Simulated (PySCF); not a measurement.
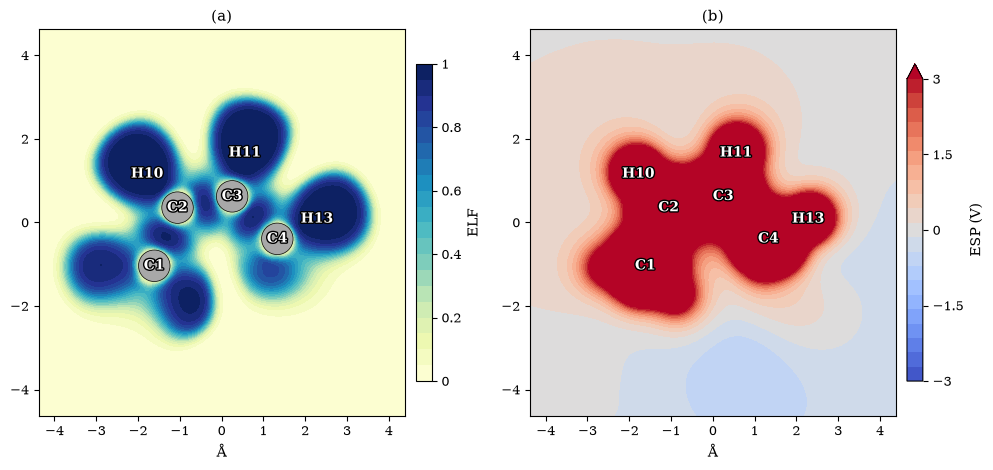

Figure. C₄H₁₂AlN (SMILES C/C=C\[CH2][AlH2-][NH3+]). (a) electron localisation function; (b) molecular electrostatic potential on the plane of atoms C1, C2 and C3. Grey discs cover the atomic cores in the ELF map.

Geometry: GFN2-xTB.

Theory: PBE0/pcSseg-1, SCF density, gas phase, non-relativistic in PySCF 2.14.0.

Input file:

```
{"job": {"kind": "nmr", "xc": "PBE0", "basis": "pcSseg-1"}, "charge": 0, "multiplicity": 1}
C      1.389232     0.386019    -1.375294
C      1.532568     0.672731     0.088809
C      1.034869    -0.113449     1.045613
C      0.230061    -1.338541     0.808762
Al    -1.596185    -1.021724    -0.041491
N     -1.601048     1.040282    -0.010590
H      2.241167    -0.190072    -1.740479
H      1.346246     1.310085    -1.950784
H      0.484236    -0.198577    -1.560168
H      2.116709     1.546156     0.352056
H      1.185007     0.177859     2.079676
H      0.760737    -1.990215     0.097018
H      0.162529    -1.910137     1.742498
H     -2.886737    -1.257118     0.801109
H     -1.730025    -1.288238    -1.577885
H     -2.064779     1.384470     0.826351
H     -0.606294     1.289298     0.052979
H     -2.007052     1.507488    -0.816454
```

Command:

```sh
OMP_NUM_THREADS=1 python probes_run.py task.json out
```

Interpret the plot.

- The section cuts through C and H sites.
- C–C (1.33 Å): the ELF peaks at about 0.90 between the atoms: a multiple bond.
- C–C (1.48 Å): the ELF peaks at about 0.95 between the atoms: a covalent bond.
- C–H (1.08 Å): the ELF climbs to about 1 towards the hydrogen, as it does in any bond to H; a covalent bond by its length.
- Outside the dense part of the molecule the potential is most negative (−0.7 V) near H15, which lies off the plane.
